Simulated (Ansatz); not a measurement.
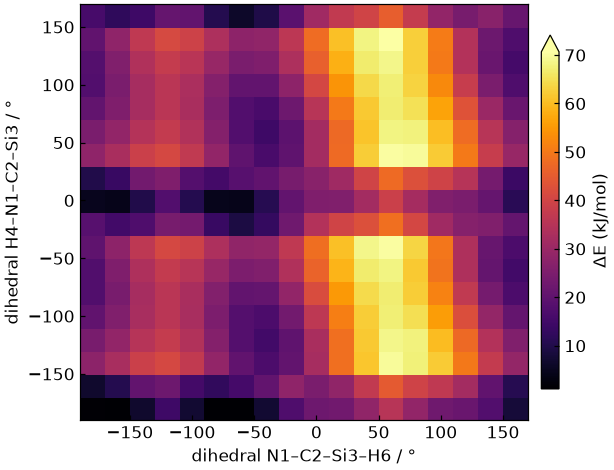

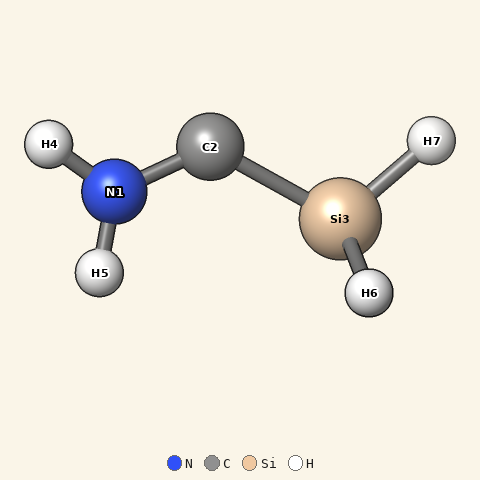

Energy landscape of CH4NSi, spin multiplicity 2. Coordinates scanned: (1) dihedral N1–C2–Si3–H6; (2) dihedral H4–N1–C2–Si3. Nothing is relaxed (all other coordinates rigid). The grid has 18 × 18 points. Points are written as (first, second). Energies: kJ/mol, counted from the relaxed molecule at the same level. Energies and slopes of some neighbouring points disagree (a jump in structure or state, or too coarse a mesh). In part of the range the unrestricted reference is strongly spin-contaminated. Theory: Ansatz, UHF/def2-SVP.

Drawn: one coloured cell a grid point, one colour for all values above the top of the scale. The second picture is the structure at the lowest point.

Question: Describe this landscape.

Answer: The lowest grid point is at (−60°, −180°), 1.1 kJ/mol from the relaxed molecule at the same level. Other grid points that lie below all their neighbours: (−160°, −180°) (0.04 kJ/mol higher); (−160°, 0°) (3.2 kJ/mol higher); (−60°, 0°) (3.3 kJ/mol higher). The highest grid point, (60°, 140°), lies 70 kJ/mol above the lowest.

Each point was launched as `ansatz run input.yaml --threads 1 --pin off --max-ram 2560MiB --backend cpu --events-out ev --progress --plain --runs-dir out`. The whole map (324 points run) took 12 min on 1 thread of Intel(R) Xeon(R) Platinum 8488C (Sapphire Rapids) (shared host).
